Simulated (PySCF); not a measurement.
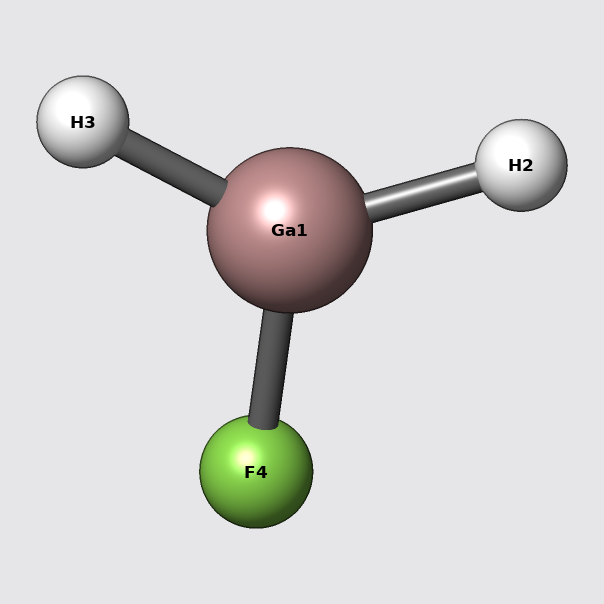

Computed geometry: PBE0-D3(BJ)/def2-SVP optimisation. No frequency run is at hand to confirm it as a minimum. Properties computed with delta-SCF UKS SCAN, pcX-2 on the ionised atom (unc-x2c-TZVPall on a metal), pcseg-1 elsewhere, spin-free X2C (PySCF 2.14.0).

Give the core-electron binding energies (to vacuum) of F4 1s.

| atom | level | binding energy (eV) |
| --- | --- | --- |
| F4 | 1s | 690.9 |
